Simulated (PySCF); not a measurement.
# Au: interval between two levels with spin-orbit coupling

Each state of gold is computed at each level; their differences give the interval between two levels. How far do the methods differ?

Method: two-component X2C-1e, generalised determinants. Code: PySCF 2.14.0.

### 1 What is computed

| Quantity | Value |
| --- | --- |
| Element | gold (Z = 79) |
| Basis | x2c-SVPall-2c with one added diffuse shell each of s, d type (8s9p10d2f, 99 functions) |
| Hamiltonian | two-component X2C-1e, Gaussian nucleus, no Breit or QED terms; spin-orbit coupling, run by run: off; screened by Boettger's factors |
| Core shells frozen in the correlated runs | [Kr] 4d10 4f14 (for Au) |
| State 1 | Au 4f14 5d10 6d1 2D5/2: [Xe] 4f14 5d10 6d1; 6d5/2 filled at m_j = +5/2 |
| Needed too, but not shown | Au [Xe] 4f14 5d10 6s1 (2S) |
| Methods | GHF, GMP2 |

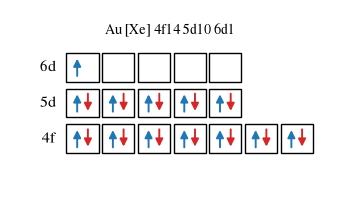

The shells outside the core, filled by Hund's rule for the drawing.

All steps ran in one process of a driver on top of PySCF, which takes the settings above as its task.

It was started by

```console
OMP_NUM_THREADS=1 python sorun2.py TASK.json OUT
```

The integrals over 99 functions and the set-up took 10 s of CPU time.

### 2 Au 4f14 5d10 6d1 2D5/2: the ladder of methods

GHF (spin-free):

Log:

```text
cycle= 1 E= -18996.2437720087  delta_E= -1.9e+04  |FDS-SDF|= 0.0141
cycle= 2 E= -18996.2441962719  delta_E= -0.000424  |FDS-SDF|= 0.0022
cycle= 3 E= -18996.2442627382  delta_E= -6.65e-05  |FDS-SDF|= 0.000578
cycle= 4 E= -18996.2442778092  delta_E= -1.51e-05  |FDS-SDF|= 0.000162
cycle= 5 E= -18996.2442848816  delta_E= -7.07e-06  |FDS-SDF|= 7.37e-05
cycle= 6 E= -18996.2442858000  delta_E= -9.18e-07  |FDS-SDF|= 2.92e-05
cycle= 7 E= -18996.2442860714  delta_E= -2.71e-07  |FDS-SDF|= 4.03e-06
cycle= 8 E= -18996.2442860736  delta_E= -2.16e-09  |FDS-SDF|= 2e-06
```

Time after the integrals: 4.8 s (1 thread of Neoverse-V1, shared host).

Occupied spinors (without spin-orbit coupling the j labels only name the start):

```tsv
spinor shell	electrons	mean energy (eV)	weight of the nominal j	rms radius (bohr)
1s1/2	2	-81175.9	1.000	0.0190
2s1/2	2	-14478.3	1.000	0.0768
2p3/2	4	-12530.1	0.833	0.0707
2p1/2	2	-12530.1	0.667	0.0707
3s1/2	2	-3489.3	1.000	0.196
3p3/2	4	-2915.2	0.833	0.199
3p1/2	2	-2915.2	0.667	0.199
3d5/2	6	-2291.6	0.800	0.182
3d3/2	4	-2291.6	0.700	0.182
4s1/2	2	-797.61	1.000	0.432
4p3/2	4	-606.14	0.833	0.461
4p1/2	2	-606.13	0.667	0.461
4d5/2	6	-371.03	0.800	0.492
4d3/2	4	-371.02	0.700	0.492
5s1/2	2	-132.25	1.000	1.00
4f7/2	8	-108.00	0.786	0.545
4f5/2	6	-108.00	0.714	0.545
5p3/2	4	-79.365	0.833	1.16
5p1/2	2	-79.352	0.667	1.16
5d5/2	6	-17.280	0.800	1.69
5d3/2	4	-17.266	0.700	1.69
6d5/2	1	-1.236	1.000	8.37
```

M_J = 5/2, ⟨J²⟩ = 8.751, ⟨L²⟩ = 6.001, ⟨S²⟩ = 0.750.

GMP2 (spin-free):

This step left no log, only its results.

Time after the integrals: 1.2 s (1 thread of Neoverse-V1, shared host).

With 19 electrons correlated and 22 very high virtual spinors dropped, the MP2 correlation energy is -0.28827 hartree. Largest pairs: 5d3/2-5d5/2 -0.0999, 5d5/2-5d5/2 -0.0722, 5d3/2-5d3/2 -0.0315, 5d5/2-5p3/2 -0.0203, 5d3/2-5p3/2 -0.0137.

GHF (screened spin-orbit):

Log:

```text
cycle= 1 E= -19025.3574132718  delta_E= -1.9e+04  |FDS-SDF|= 0.117
cycle= 2 E= -19025.3750066582  delta_E= -0.0176  |FDS-SDF|= 0.00364
cycle= 3 E= -19025.3752242758  delta_E= -0.000218  |FDS-SDF|= 0.000871
cycle= 4 E= -19025.3752503724  delta_E= -2.61e-05  |FDS-SDF|= 0.000361
cycle= 5 E= -19025.3752579717  delta_E= -7.6e-06  |FDS-SDF|= 0.000119
cycle= 6 E= -19025.3752593487  delta_E= -1.38e-06  |FDS-SDF|= 5.69e-05
cycle= 7 E= -19025.3752600319  delta_E= -6.83e-07  |FDS-SDF|= 2.66e-05
cycle= 8 E= -19025.3752602188  delta_E= -1.87e-07  |FDS-SDF|= 7.76e-06
cycle= 9 E= -19025.3752602323  delta_E= -1.35e-08  |FDS-SDF|= 4.02e-06
```

It took 5.3 s on 1 thread of Neoverse-V1, shared host, the integrals not counted.

The outer occupied spinors:

```tsv
spinor shell	electrons	mean energy (eV)	weight of the nominal j	rms radius (bohr)
5s1/2	2	-132.20	1.000	1.00
4f5/2	6	-109.82	1.000	0.544
4f7/2	8	-106.06	1.000	0.546
5p1/2	2	-90.967	1.000	1.13
5p3/2	4	-74.653	1.000	1.17
5d3/2	4	-18.432	1.000	1.65
5d5/2	6	-16.549	1.000	1.73
6d5/2	1	-1.230	1.000	8.38
```

M_J = 5/2, ⟨J²⟩ = 8.751, ⟨L²⟩ = 6.143, ⟨S²⟩ = 0.892.

GMP2 (screened spin-orbit):

This step left no log, only its results.

Time after the integrals: 1.2 s (1 thread of Neoverse-V1, shared host).

With 19 electrons correlated and 22 very high virtual spinors dropped, the MP2 correlation energy is -0.28912 hartree. Largest pairs: 5d3/2-5d5/2 -0.1002, 5d5/2-5d5/2 -0.0734, 5d3/2-5d3/2 -0.0301, 5d5/2-5p3/2 -0.0209, 5d3/2-5p3/2 -0.0145.

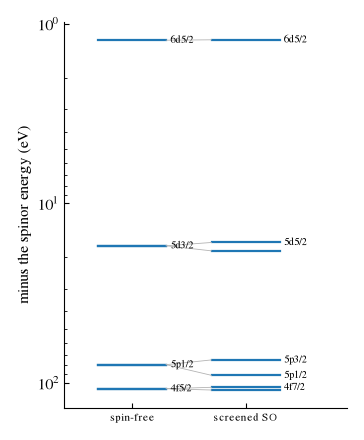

The highest 7 spinor levels of Au 4f14 5d10 6d1 2D5/2 on a logarithmic scale, without and with spin-orbit coupling.

### 3 Differences of total energies

Interval between two levels: Au [Xe] 4f14 5d10 6s1 [6s1/2^1, M_J = 1/2] → Au [Xe] 4f14 5d10 6d1 [6d5/2^1, M_J = 5/2].

```tsv
method	value (eV)
GHF (spin-free)	6.489
GMP2 (spin-free)	7.287
GHF (screened spin-orbit)	6.520
GMP2 (screened spin-orbit)	7.319
```

The differences also use runs on Au [Xe] 4f14 5d10 6s1 (2S), which are not shown here.

### 4 Results

| quantity | value |
| --- | --- |
| interval between two levels, Au → 4f14 5d10 6d1 2D5/2 | GHF (spin-free) 6.489, GMP2 (screened spin-orbit) 7.319 eV |

What this shows: The methods span 0.830 eV, from GHF (spin-free) (6.489) to GMP2 (screened spin-orbit) (7.319). No reference value is at hand in this session. Spin-orbit coupling moves the difference by +0.032 eV at GMP2. All values hold for this basis alone; no basis-set limit was taken.
